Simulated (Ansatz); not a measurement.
## Electronic structure of O2Zn2 in real space

```xyz
4

Zn    0.0223    0.9140   -1.2382
Zn   -1.3452   -0.7440   -0.0761
O     1.0461    0.3814    0.3303
O     0.2768   -0.5514    0.9840
```

Geometry: PBE0-D4/def2-SVP.

The calculation used Ansatz, RKS PBE0-D4/def2-TZVP.

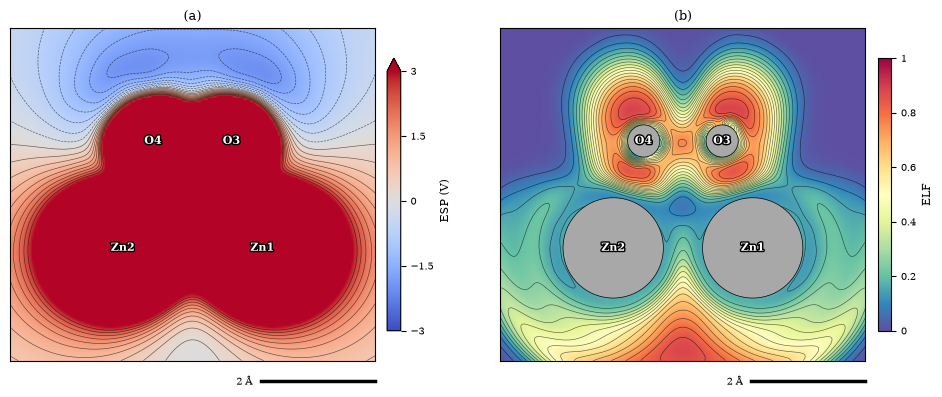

Figure 1. (a) molecular electrostatic potential; (b) ELF on the molecular plane. Grey discs cover the atomic cores in the ELF map.

What does the map show?

- The section cuts through Zn and O sites.
- O–O (1.37 Å): the ELF peaks at about 0.75 between the atoms; a covalent bond.
- Zn–O (1.95 Å): the ELF peaks at about 0.85 in the valence shell of O, 0.6 Å from its nucleus, and is about 0.20 at the midpoint.
- The ELF also peaks beside O4 and O3, away from the bonds: lone-pair regions.
- Outside the dense part of the molecule the potential is most negative (−2.0 V) near O3 and O4.

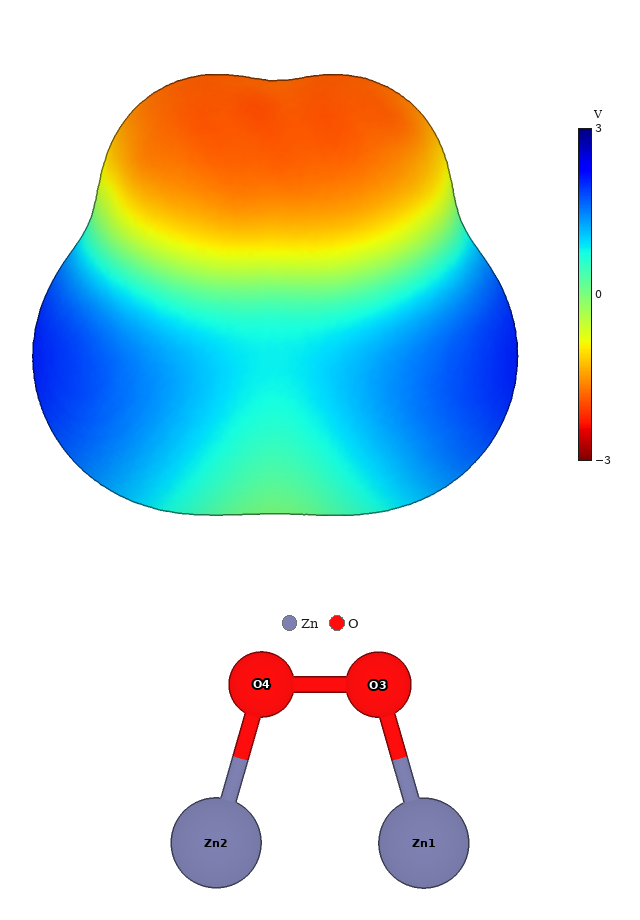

Figure 2. The molecular electrostatic potential painted on the density surface at 0.002 e/bohr³, seen across its widest extent; the colour scale runs from red (negative) to blue (positive). The bare structure is drawn below in the same view.

Where is the surface potential most negative and most positive?

The most negative region (about −2.0 V, or −46 kcal/mol for a unit charge) lies over O3 and O4, the most positive (about +2.1 V, or +48 kcal/mol for a unit charge) over Zn1 and Zn2.

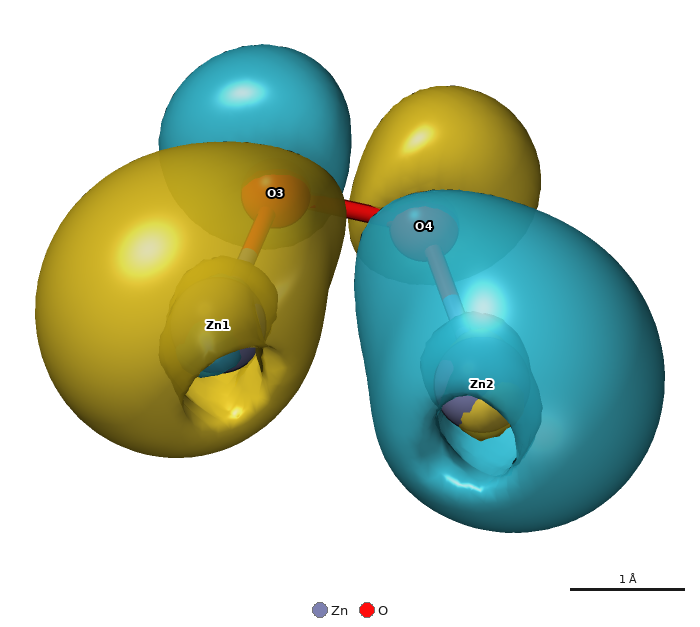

Figure 3. The HOMO−1 at ±0.08 Å⁻³ᐟ² (yellow and cyan are the two phases), seen at an oblique angle.

Describe this orbital and give its energy.

Its weight (Hirshfeld) is mainly on O4 (about 30 %), O3 (about 30 %), Zn2 (about 20 %) and Zn1 (about 20 %); it is symmetric in the molecular plane (an in-plane orbital: σ, lone-pair or in-plane π type). Its energy is −6.86 eV.
